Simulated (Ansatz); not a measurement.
# H3PS: harmonic frequencies at the relaxed geometry

The task is harmonic frequencies at the relaxed geometry, for H3PS.

Program: Ansatz 0.2.0 through its Python package. Level of theory: CAM-B3LYP/def2-TZVP. These are calculated values, not measurements.

### Step 1. The structure

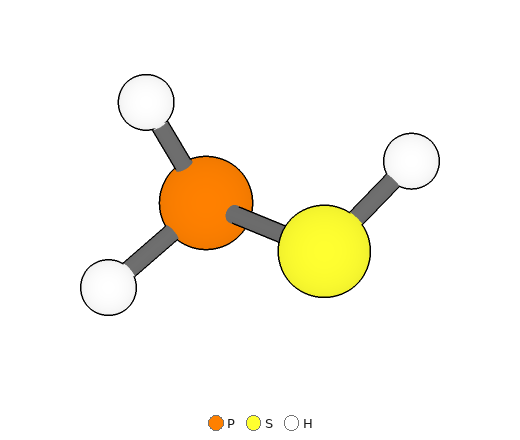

The structure that the script starts from, seen from a chosen angle (phosphorus orange, sulfur yellow, hydrogen white).

The script holds or builds the structure itself.

### Step 2. Script

run_freq.py reads:

```python
# -*- coding: utf-8 -*-
"""Vibrations and zero-point energy of H3PS."""

import itertools

import ansatz
from ase import Atoms
from ase.data import atomic_numbers, covalent_radii
import numpy as np


def main():
    atoms = Atoms(["P", "S", "H", "H", "H"], positions=[
        [-0.6081, -0.4777, 0.3761],
        [0.4107, 1.191, -0.44],
        [0.3176, -1.4192, 0.234],
        [-1.2683, -0.8141, -0.814],
        [1.198, 1.4464, 0.6024],
    ])
    mol = ansatz.Crystal.molecule_from_ase(atoms)

    calc = (
        mol.calculation()
        .basis(gaussian="def2-TZVP")
        .functional("cam_b3lyp")
    )
    symbols = [site.symbol for site in mol.cartesian_sites]
    start = np.array([site.position_ang for site in mol.cartesian_sites], dtype=float)
    summary = calc.relax(force_tolerance=0.003, max_steps=100).run().report
    end = np.array(summary["positions_ang"])

    # pairs closer than 1.2 times the sum of covalent radii, before or after
    radius = [covalent_radii[atomic_numbers[s]] for s in symbols]
    span = lambda where, i, j: np.linalg.norm(where[i] - where[j])
    bonded = [(i, j) for i, j in itertools.combinations(range(len(symbols)), 2) if min(span(start, i, j), span(end, i, j)) < 1.2 * (radius[i] + radius[j])]
    print("pair        before    after (A)")
    for i, j in bonded:
        print(f"{symbols[i]}{i}-{symbols[j]}{j}".ljust(10), f"{span(start, i, j):8.4f} {span(end, i, j):8.4f}")

    # same settings at the minimum
    minimum = ansatz.Crystal.molecule()
    for symbol, place in zip(symbols, end):
        minimum = minimum.atom(symbol, place.tolist())
    vibrating = (
        minimum.calculation()
        .basis(gaussian="def2-TZVP")
        .functional("cam_b3lyp")
        .phonons(temperatures=(298.15, 498.15, 100))
    )
    vib = vibrating.run().report["vibrations"]
    sums = vib["harmonic_sums"]
    modes = [m["omega_inv_cm"] for m in sums["modes_at_gamma"] if m["rigid_motion"] == "no"]
    for number, w in enumerate(modes, start=1):
        print(f"mode {number:2d} {w:9.1f} 1/cm {w / 8065.544 * 1000:8.2f} meV")
    print("imaginary modes:", sum(w < 0 for w in modes), " zero-point energy:", round(sums["zero_point_energy_ev"], 4), "eV")
    print("T (K)   F_vib (eV)   S_vib (meV/K)   C_vib (meV/K)")
    for row in zip(sums["temperatures_k"], sums["vibrational_free_energy_ev"], vib["entropy_ev_per_k"], vib["heat_capacity_ev_per_k"]):
        print(f"{row[0]:6.1f} {row[1]:11.4f} {1000 * row[2]:13.4f} {1000 * row[3]:15.4f}")


if __name__ == "__main__":
    main()
```

### Step 3. The calls as engine input

The package turns the script's settings into the engine's input (first run):

```yaml
crystal:
  periodic: [false, false, false]
  atoms:
    - { symbol: P, position_ang: [-0.6081, -0.4777, 0.3761] }
    - { symbol: S, position_ang: [0.4107, 1.191, -0.44] }
    - { symbol: H, position_ang: [0.3176, -1.4192, 0.234] }
    - { symbol: H, position_ang: [-1.2683, -0.8141, -0.814] }
    - { symbol: H, position_ang: [1.198, 1.4464, 0.6024] }
basis:
  gaussian:
    orbitals: def2-TZVP
hamiltonian:
  xc: cam_b3lyp
relax:
  f_tol: 0.003
  max_steps: 100
```

### Step 4. Running it

Command:

```console
$ python run_freq.py
```

The program printed:

```text
pair        before    after (A)
P0-S1        2.1186   2.1216
P0-H2        1.3280   1.4129
P0-H3        1.4019   1.4129
S1-H4        1.3310   1.3382
mode  1     219.9 1/cm    27.27 meV
mode  2     498.4 1/cm    61.79 meV
mode  3     756.3 1/cm    93.77 meV
mode  4     838.4 1/cm   103.95 meV
mode  5     951.6 1/cm   117.99 meV
mode  6    1157.7 1/cm   143.53 meV
mode  7    2430.6 1/cm   301.36 meV
mode  8    2431.5 1/cm   301.47 meV
mode  9    2724.5 1/cm   337.80 meV
imaginary modes: 0  zero-point energy: 0.7445 eV
T (K)   F_vib (eV)   S_vib (meV/K)   C_vib (meV/K)
 298.1      0.7296        0.1392          0.2191
 398.1      0.7120        0.2140          0.2992
 498.1      0.6869        0.2882          0.3626
```

Wall time 52 s (1 thread of Arm Neoverse V2, shared host); peak memory 0.24 GiB.

### Step 5. Inputs of later runs

The engine's inputs for the other runs:

Run 2, against run 1:

```diff
@@ -4,5 +4,5 @@
-    - { symbol: P, position_ang: [-0.6081, -0.4777, 0.3761] }
-    - { symbol: S, position_ang: [0.4107, 1.191, -0.44] }
-    - { symbol: H, position_ang: [0.3176, -1.4192, 0.234] }
-    - { symbol: H, position_ang: [-1.2683, -0.8141, -0.814] }
-    - { symbol: H, position_ang: [1.198, 1.4464, 0.6024] }
+    - { symbol: P, position_ang: [-0.46196321505153976, -0.5047784622465068, 0.42075407076276966] }
+    - { symbol: S, position_ang: [0.7869242440447374, 0.9625278393380766, -0.4671270565778909] }
+    - { symbol: H, position_ang: [0.2824259568912202, -1.6420341095575997, 0.035080253932121976] }
+    - { symbol: H, position_ang: [-1.379591168648016, -0.6383503097209766, -0.6452085013570314] }
+    - { symbol: H, position_ang: [0.822104182763598, 1.749035042187006, 0.6150012332400308] }
@@ -14,3 +14,5 @@
-relax:
-  f_tol: 0.003
-  max_steps: 100
+phonons:
+  temperatures:
+    t_min: 298.15
+    t_max: 498.15
+    t_step: 100.0
```

### Step 6. Run by run

One row for each of the 2 runs:

```tsv
run	kind of run	energy from run 2 (eV)	SCF cycles in all	CPU time (s)
1	relaxation	0.0000	82	16
2	phonons	0.0000	195	36
```

### Step 7. Path of the relaxation of run 1

Step by step:

| step | energy from step 1 (eV) | largest force component (eV/Å) |
| --- | --- | --- |
| 1 | 0.0000 | 1.6285 |
| 2 | -0.0964 | 1.5287 |
| 3 | -0.1612 | 0.7749 |
| 4 | -0.2006 | 0.2048 |
| 5 | -0.2111 | 0.1538 |
| 6 | -0.2142 | 0.0453 |
| 7 | -0.2145 | 0.0040 |
| 8 | -0.2145 | 0.0004 |

Step 1 is the start.

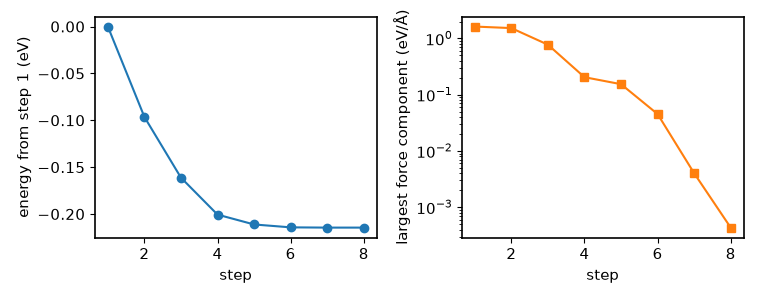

Energy and largest force along the relaxation.

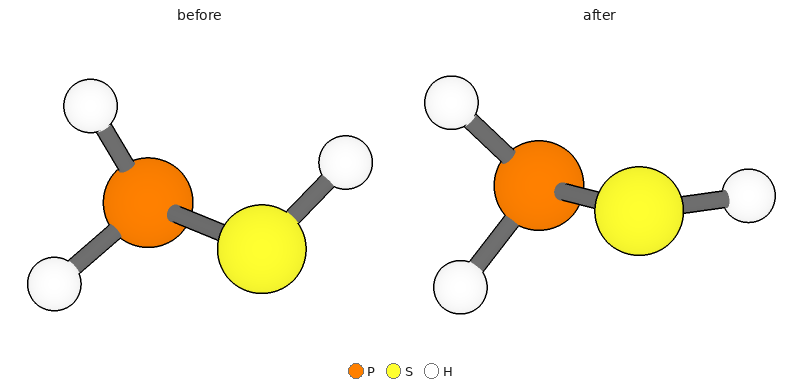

The structure before (left) and after (right) the relaxation, drawn at the same scale.

Before: Bond lengths: P1–S2 2.119 Å, P1–H3 1.328 Å, P1–H4 1.402 Å, S2–H5 1.331 Å. Angles: P1–S2–H5 97.7°, S2–P1–H3 100.5°, S2–P1–H4 95.1°, H3–P1–H4 93.9°.

After: Bond lengths: P1–S2 2.122 Å, P1–H3 1.413 Å, P1–H4 1.413 Å, S2–H5 1.338 Å. Angles: P1–S2–H5 94.8°, S2–P1–H3 97.6°, S2–P1–H4 97.6°, H3–P1–H4 93.4°.

### Step 8. Vibrations

Frequencies (cm⁻¹; negative: imaginary): 220, 498, 756, 838, 952, 1158, 2431, 2432, 2725.

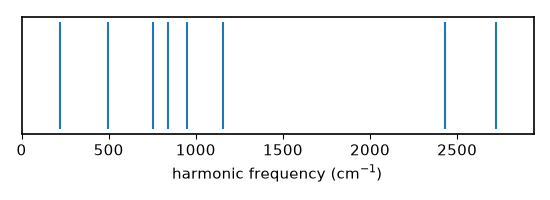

The harmonic frequencies as lines of equal height (no intensities).

### Step 9. What came out

```
                             quantity        value
                        runs compared            2
     moves of the relaxation of run 1            7
               energy gained in run 1     0.214 eV
last largest force component of run 1  0.0004 eV/Å
                    highest frequency    2725 cm⁻¹
                      imaginary modes            0
                    zero-point energy     0.744 eV
```

**Reading.** Run 1: After 7 moves the largest shift is 0.483 Å, of atom 5 (H). All frequencies are real, so the geometry is a minimum. The values are harmonic; measured fundamentals also hold anharmonic shifts, mostly downward for stretches. The frequencies are harmonic and unscaled, in a modest basis.
